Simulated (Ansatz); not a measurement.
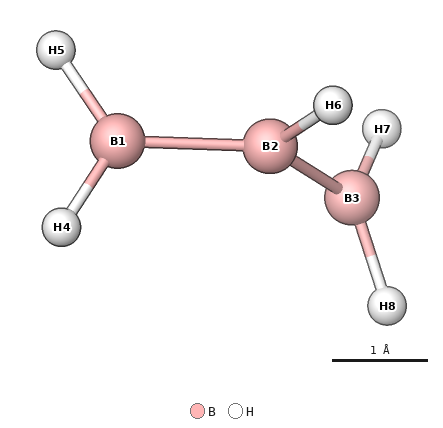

Figure 1. The input geometry (ball-and-stick view, seen at a tilt; atoms are numbered from 1 in the order of the input). Bond lengths as drawn: B–B 1.62 Å and B–H 1.20 to 1.21 Å.

**B3H5: single-point calculation**

- system: B3H5
- method: RHF-CCSD(T), frozen core/def2-TZVPP (Ansatz 0.2.0)

The geometry comes from this level: PBE0-D4/def2-TZVP.

The program's output:
```
Functional definition: HF
  name "HF"
  cite "Fock, Z. Phys. 61, 126 (1930) doi:10.1007/BF01340294"
  parent pbe
  exchange = exact_x
  correlation = 0
947 factors; integrals over basis functions are off by at most 7.7e-4 eV
mean field evaluation 1: about -2090.9546 eV, gradient 1.9e1 eV
mean field evaluation 2: about -2090.9542 eV, gradient 1.9e1 eV
mean field evaluation 4: about -2092.7205 eV, gradient 1.5e0 eV
mean field evaluation 8: about -2092.7364 eV, gradient 8.5e-2 eV
mean field evaluation 16: about -2092.7378 eV, gradient 3.2e-1 eV
mean field -2092.73651809 eV, -76.9066485319 hartree, gradient 6.4e-6 eV, S^2 0.000000; 0 other end points of the search recorded, 0 dependent functions left out
3 core orbitals not correlated: weight in the atoms' cores, before any rotation towards them, 1.000 or more for the frozen orbitals, at most 0.000 for the correlated occupied ones
reference -2092.73651809 eV, -76.9066485319 hartree; 7, 7 occupied and 153, 153 virtual orbitals, 947 factors
second order -8.08019139 eV of doubles, -0.00000000 eV of singles
cycle   1  -9.02728324 eV  change   -9.5e-1 eV  update   7.4e-2
cycle   2  -9.35679902 eV  change   -3.3e-1 eV  update   2.5e-2
cycle   3  -9.39206268 eV  change   -3.5e-2 eV  update   1.1e-2
cycle   4  -9.38815608 eV  change    3.9e-3 eV  update   4.8e-3
cycle   5  -9.38661513 eV  change    1.5e-3 eV  update   1.8e-3
cycle   6  -9.38682343 eV  change   -2.1e-4 eV  update   6.2e-4
cycle   7  -9.38693062 eV  change   -1.1e-4 eV  update   1.8e-4
cycle   8  -9.38696633 eV  change   -3.6e-5 eV  update   7.6e-5
cycle   9  -9.38696584 eV  change    4.8e-7 eV  update   3.3e-5
cycle  10  -9.38695575 eV  change    1.0e-5 eV  update   1.3e-5
```

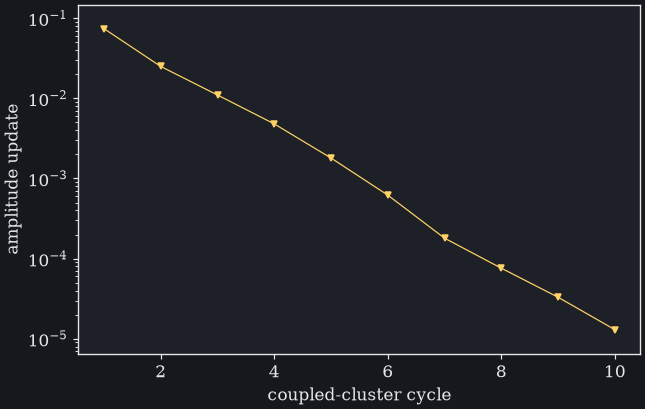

Figure 2. Convergence of the coupled-cluster equations: amplitude update against the coupled-cluster cycle. The residual falls at every step.

```
perturbative correction -0.30050703 eV, -0.0110434295 hartree
Total energy: -2102.42398086 eV, -77.2626562226 hartree
```

The run was set up as follows.

The input:
```yaml
crystal:
  periodic: [false, false, false]
  atoms:
    - {symbol: B, position_ang: [-1.126499, 0.623038, -0.828680]}
    - {symbol: B, position_ang: [-0.118233, 0.632949, 0.444708]}
    - {symbol: B, position_ang: [0.983846, -0.460170, 0.922794]}
    - {symbol: H, position_ang: [-2.229334, 0.158565, -0.750945]}
    - {symbol: H, position_ang: [-0.810122, 1.096555, -1.883948]}
    - {symbol: H, position_ang: [-0.202226, 1.612051, 1.151418]}
    - {symbol: H, position_ang: [2.122290, -0.407831, 0.549817]}
    - {symbol: H, position_ang: [0.701081, -1.345719, 1.680287]}
basis:
  gaussian: {orbitals: def2-TZVPP}
correlation: {method: ccsd_t}
```

Launch command:
```bash
ansatz run in.yaml --threads 2 --pin off --events-out ev --progress --plain --max-ram 4352MiB
```

Key numbers:

| quantity | value |
| --- | --- |
| outcome | converged |
| total energy | −2102.4240 eV |
| mean-field energy | −2092.7365 eV |
| CCSD correlation | −9.3870 eV |
| (T) correction | −0.3005 eV |
| T1 diagnostic | 0.015 |
| SCF solution under orbital rotations | stable |
| hardware | 2 threads of Intel Xeon @ 2.50GHz, 11 GiB of memory available, shared host |
| wall time | 18 s (CPU time 33 s) |
| peak memory | 1.3 GiB |
